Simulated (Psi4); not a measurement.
# CH3Cl3Si (SMILES C[Si](Cl)(Cl)Cl) at CCSD/cc-pVDZ

Aim: the energy change on altering one bond length of CH3Cl3Si at CCSD/cc-pVDZ, from 2 runs. 

Program for the calculation: Psi4 1.11.

1 further run of the same task is left out (set aside as unsound or not needed).

## Step 1: Starting point

CH3Cl3Si has 8 atoms, charge 0, and is taken as a singlet. As SMILES, `C[Si](Cl)(Cl)Cl`. Geometry: relaxed at PBE0-D4/def2-TZVP.

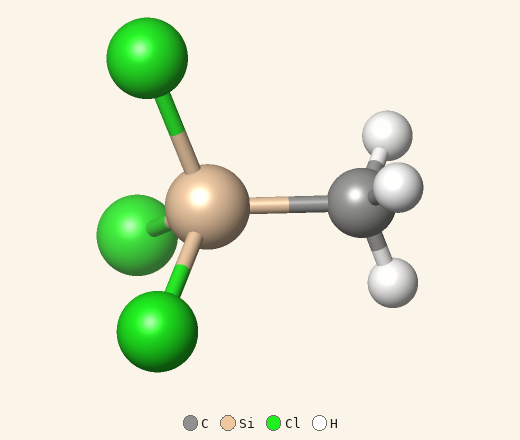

The structure, seen from a chosen angle (carbon grey, silicon light orange, chlorine green, hydrogen white).

## Step 2: The energy at CCSD/cc-pVDZ

Contents of ch3cl3si.json:

```json
{
  "schema_name": "qcschema_input",
  "schema_version": 1,
  "molecule": {
    "schema_name": "qcschema_molecule",
    "schema_version": 2,
    "symbols": ["C", "Si", "Cl", "Cl", "Cl", "H", "H", "H"],
    "geometry": [-1.37742137, -0.52836742, 1.29654109, 1.07506519, 0.3739768, -0.9990982, 4.46050954, -1.20942472, -0.0634948, 0.12453295, -0.81163737, -4.5395001, 1.51404857, 4.20086118, -1.08432485, -1.59587371, -2.57985411, 1.32432007, -0.84716422, 0.11546227, 3.18381057, -3.17965318, 0.33108002, 0.77629949],
    "molecular_charge": 0,
    "molecular_multiplicity": 1,
    "fix_symmetry": "c1",
    "fix_com": true,
    "fix_orientation": true
  },
  "driver": "energy",
  "model": {
    "method": "ccsd",
    "basis": "cc-pVDZ"
  },
  "keywords": {
    "reference": "rhf",
    "puream": true,
    "e_convergence": 1e-09,
    "d_convergence": 1e-08,
    "scf_type": "pk",
    "num_frozen_docc": 21
  }
}
```

Launch:

```
$ psi4 --qcschema ch3cl3si.json -n 1 --memory 1600MB
```

stdout:

```text
[...]
  Running in c1 symmetry.
[...]
  Nuclear repulsion =  440.297333754780766
[...]
  Multiplicity = 1
[...]
  Nalpha       = 37
  Nbeta        = 37
[...]
    Number of basis functions: 101
[...]
   @RHF iter   1: -1707.15137853468809   -1.15255e-01   3.52805e-03 DIIS/ADIIS
[...]
   @RHF iter  10: -1707.23262504245372   -2.45564e-11   8.36081e-09 DIIS
[...]
    Orbital Energies [Eh]
    ---------------------
    Doubly Occupied:
       1A   -104.840555     2A   -104.840551     3A   -104.840538
       4A    -68.909157     5A    -11.248926     6A    -10.569981
       7A    -10.569975     8A    -10.569960     9A     -8.037058
      10A     -8.037054    11A     -8.037039    12A     -8.034396
      13A     -8.034392    14A     -8.034383    15A     -8.034379
      16A     -8.034377    17A     -8.034365    18A     -6.248252
      19A     -4.355121    20A     -4.355120    21A     -4.353238
      22A     -1.150917    23A     -1.104214    24A     -1.104197
      25A     -0.982660    26A     -0.701928    27A     -0.606712
      28A     -0.606708    29A     -0.559325    30A     -0.557517
      31A     -0.557513    32A     -0.499790    33A     -0.499789
      34A     -0.470709    35A     -0.470701    36A     -0.461485
[...]
  @RHF Final Energy: -1707.23262504245372
   => Energetics <=
    Nuclear Repulsion Energy =            440.2973337547807660
    One-Electron Energy =               -3237.4379738909879052
    Two-Electron Energy =                1089.9080150937536473
    Total Energy =                      -1707.2326250424537193
[...]
 Multipole Moments:
 ------------------------------------------------------------------------------------
     Multipole            Electronic (a.u.)      Nuclear  (a.u.)        Total (a.u.)
 ------------------------------------------------------------------------------------
 L = 1.  Multiply by 2.5417464519 to convert [e a0] to [Debye]
 Dipole X            :       -105.4860552          104.8482414           -0.6378138
 Dipole Y            :        -37.2236996           36.9887434           -0.2349562
 Dipole Z            :         98.2050552          -97.6081339            0.5969213
 Magnitude           :                                                    0.9046137
[...]
      * MP2 total energy                      = -1707.869722192889185
[...]
      * CCSD total energy                     = -1707.922589354542652
[...]
```

The result, in JSON:

```text
{
 "driver": "energy",
 "model": {
  "method": "ccsd",
  "basis": "cc-pVDZ"
 },
 "success": true,
 "return_result": -1707.9225893545427,
 "properties": {
  "calcinfo_nbasis": 101,
  "calcinfo_nmo": 101,
  "calcinfo_nalpha": 37,
  "calcinfo_nbeta": 37,
  "calcinfo_natom": 8,
  "nuclear_repulsion_energy": 440.29733375478077,
  "return_energy": -1707.9225893545427,
  "scf_one_electron_energy": -3237.437973890988,
  "scf_two_electron_energy": 1089.9080150937536,
  "scf_dipole_moment": [-0.6378138449590978, -0.23495620735633338, 0.5969213243528912],
  "scf_total_energy": -1707.2326250424537,
  "scf_iterations": 10,
  "mp2_same_spin_correlation_energy": -0.16737256553464214,
  "mp2_opposite_spin_correlation_energy": -0.4697245848961575,
  "mp2_singles_energy": -1.0152944016064729e-27,
  "mp2_doubles_energy": -0.6370971504307996,
  "mp2_correlation_energy": -0.6370971504307996,
  "mp2_total_energy": -1707.8697221928892,
  "ccsd_same_spin_correlation_energy": -0.15878200194867753,
  "ccsd_opposite_spin_correlation_energy": -0.5311823101354173,
  "ccsd_singles_energy": 0.0,
  "ccsd_doubles_energy": -0.6899643120840948,
  "ccsd_correlation_energy": -0.6899643120840948,
  "ccsd_total_energy": -1707.9225893545427,
  "ccsd_iterations": 15
 }
}
```

Run time: 38 s. Hardware: 1 thread of AMD EPYC 9R45 (Zen 5), shared host; peak memory 0.75 GiB.

## Step 3: The distorted shape at the same level

Contents of input.inp:

```
memory 1.6 GB

molecule mol {
  0 1
  C     -0.61700125     0.42011635     4.12884182
  Si     1.83548532     1.32246058     1.83320253
  Cl     5.22092967    -0.26094094     2.76880593
  Cl     0.12453295    -0.81163737    -4.53950010
  Cl     2.27446869     5.14934495     1.74797588
  H     -0.83545359    -1.63137033     4.15662080
  H     -0.08674410     1.06394604     6.01611130
  H     -2.41923305     1.27956379     3.60860022
  units bohr
  symmetry c1
  no_reorient
  no_com
}

set {
  puream true
  e_convergence 1e-09
  d_convergence 1e-08
  scf_type pk
  num_frozen_docc 21
}

energy('ccsd/cc-pVDZ')
print_variables()
```

Launch:

```
$ psi4 -i input.inp -o input.out -n 1
```

input.out:

```text
[...]
  Running in c1 symmetry.
[...]
  Nuclear repulsion =  377.672279671678041
[...]
  Multiplicity = 1
[...]
  Nalpha       = 37
  Nbeta        = 37
[...]
    Number of basis functions: 101
[...]
   @RHF iter   1: -1706.91114895487840   -5.08537e-01   4.38934e-03 DIIS/ADIIS
[...]
   @RHF iter  14: -1707.06671427782408   -2.04636e-12   3.11973e-09 DIIS
[...]
    Orbital Energies [Eh]
    ---------------------
    Doubly Occupied:
       1A   -104.903471     2A   -104.903458     3A   -104.730352
       4A    -68.996840     5A    -11.310080     6A    -10.631634
       7A    -10.631618     8A    -10.449637     9A     -8.098629
      10A     -8.098614    11A     -8.095859    12A     -8.095844
      13A     -8.095671    14A     -8.095656    15A     -7.916483
      16A     -7.914560    17A     -7.914552    18A     -6.331097
      19A     -4.436916    20A     -4.436900    21A     -4.435187
      22A     -1.191922    23A     -1.158707    24A     -1.037704
      25A     -0.938693    26A     -0.742352    27A     -0.655463
      28A     -0.648451    29A     -0.600814    30A     -0.600772
      31A     -0.562004    32A     -0.531941    33A     -0.525872
      34A     -0.518762    35A     -0.354905    36A     -0.354803
[...]
  @RHF Final Energy: -1707.06671427782408
   => Energetics <=
    Nuclear Repulsion Energy =            377.6722796716780408
    One-Electron Energy =               -3110.9154470549283360
    Two-Electron Energy =                1026.1764531054261624
    Total Energy =                      -1707.0667142778240759
[...]
 Multipole Moments:
 ------------------------------------------------------------------------------------
     Multipole            Electronic (a.u.)      Nuclear  (a.u.)        Total (a.u.)
 ------------------------------------------------------------------------------------
 L = 1.  Multiply by 2.5417464519 to convert [e a0] to [Debye]
 Dipole X            :       -147.9533737          148.1921885            0.2388149
 Dipole Y            :        -90.1916468           91.0523186            0.8606718
 Dipole Z            :        -59.9595155           63.8330077            3.8734922
 Magnitude           :                                                    3.9751391
[...]
      * MP2 total energy                      = -1707.713034805426332
[...]
      * CCSD total energy                     = -1707.771898141236761
[...]
```

Wall time 41 s (1 thread of AMD EPYC 9R45 (Zen 5), shared host); peak memory 0.76 GiB.

## Step 4: Outcome

Level: CCSD/cc-pVDZ, 21 core orbitals frozen.

| quantity | value |
| --- | --- |
| first shape: total energy | -1707.92259 Eh |
| first shape: HOMO energy (Hartree–Fock orbitals) | -12.46 eV |
| first shape: LUMO energy (Hartree–Fock orbitals) | 4.43 eV |
| first shape: HOMO–LUMO gap (Hartree–Fock orbitals) | 16.90 eV |
| first shape: correlation energy (21 core orbitals frozen) | -690.0 mEh |
| first shape: T1 diagnostic | 0.008 |
| distorted shape: total energy | -1707.77190 Eh |
| distorted shape: HOMO energy (Hartree–Fock orbitals) | -9.12 eV |
| distorted shape: LUMO energy (Hartree–Fock orbitals) | -2.05 eV |
| distorted shape: HOMO–LUMO gap (Hartree–Fock orbitals) | 7.07 eV |
| distorted shape: correlation energy (21 core orbitals frozen) | -705.2 mEh |
| distorted shape: T1 diagnostic | 0.039 |
| energy change with the Si2–Cl4 bond stretched from 2.039 to 3.670 Å | 4.101 eV |

What this shows: One bond (distorted shape) is far stretched, which a spin-restricted single reference describes badly; a broken-symmetry solution may lie lower. With the Si2–Cl4 bond stretched from 2.039 to 3.670 Å the energy rises by 4.10 eV (396 kJ/mol). The first shape isn't relaxed at this level, so the change isn't measured from a minimum. A restricted reference can't describe the breaking bond well at this length. The T1 diagnostic (distorted shape) of 0.039 is above the customary mark for such species, so a single reference may not serve.
